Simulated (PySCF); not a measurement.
# C4H4ClOP: the cost of one run

Computed with PySCF 2.14.0 and routines of our own; the level stands in each step. Atoms count from 0.

## Step 1: The starting structure

11 atoms, charge 0, multiplicity 1; geometry from: GFN2-xTB.

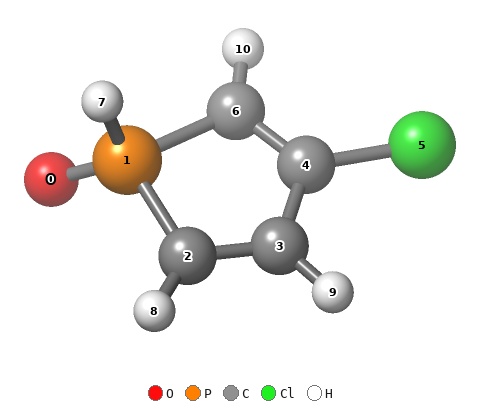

The starting geometry (oxygen red, phosphorus orange, carbon grey, chlorine green, hydrogen white).

## Step 2: Optimising the geometry at PBE0/cc-pVDZ

What the job is given:

```
{"job": {"xc": "PBE0", "basis": "cc-pVDZ", "grid": 1, "kind": "geom"}, "charge": 0, "multiplicity": 1}
O     -2.421102    -0.098328     1.112911
P     -1.344412    -0.364197     0.162143
C     -0.529238     1.013359    -0.692983
C      0.792340     0.908050    -0.530928
C      1.214487    -0.227722     0.284314
Cl     2.883753    -0.460887     0.580389
C      0.236687    -1.013838     0.756927
H     -1.694098    -1.228521    -0.874122
H     -1.032376     1.778423    -1.257935
H      1.529336     1.583448    -0.935608
H      0.370047    -1.887117     1.368929
```

On the command line:

```sh
$ OMP_NUM_THREADS=1 python excited_run.py task.json out
```

This one command runs all jobs of the session in turn.

**Question.** How long does this first job take on 1 thread of Arm Neoverse V1, shared host, and how much memory does it need?

About 27 s, with a peak of 0.57 GiB.
